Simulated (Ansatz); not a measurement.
# Fields on a plane of NbN (rock salt)

```
CELL_PARAMETERS angstrom
      0.00000     2.19004     2.19004
      2.19004     0.00000     2.19004
      2.19004     2.19004     0.00000
ATOMIC_POSITIONS crystal
  N  0.00000 0.00000 0.00000
  Nb 0.50000 0.50000 0.50000
```

The slice is a {100} plane (indices of the conventional cell) through the point (0.500, 0.500, 0.500) (fractional), spanned by u = [100] and v = [0 1 -1] in vectors of this cell: u (3.10 Å) and v (3.10 Å, at 90° to u). It covers one period; positions are fractions (u, v).

Atoms on it: N at (0.50, 0.50); Nb at (0.00, 0.00).

Calculation: PBEsol (plane waves to 420 eV, PAW, scalar-relativistic; Ansatz, a first-principles code). k mesh 18×18×18. Inside the PAW spheres the values are not all-electron values, and peaks at nuclei hang on which shells count as valence. NbN is run without spin polarisation. NbN was relaxed with its symmetry unable to fall. This is a high-temperature form of NbN.

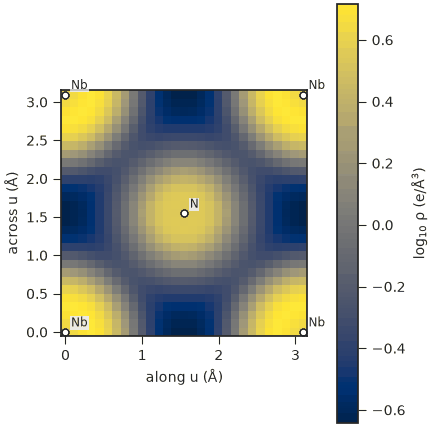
Figure: Log₁₀ of the valence density in e/Å³, one period of the plane, atoms marked. The scale is logarithmic, as a density can span decades between atoms and voids.

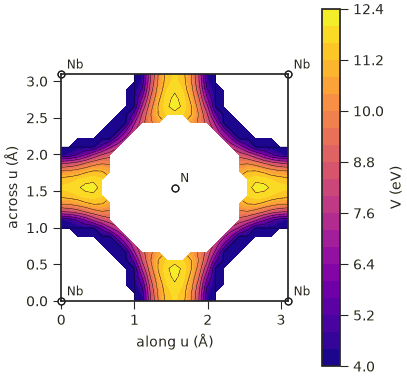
Figure. Electrostatic potential energy of an electron, from the cell's mean, in eV, one period of the plane, atoms marked. Points within 0.9 Å of a nucleus are left white, as the pseudised field means little there. Values under 4 eV are set to 4. The zero, the cell's mean, hangs on the PAW cores.

The density on the N–Nb line (2.19 Å) at its density minimum, 1.0 Å from N comes out as 0.55 e/Å³ and the ELF at that point is 0.2.
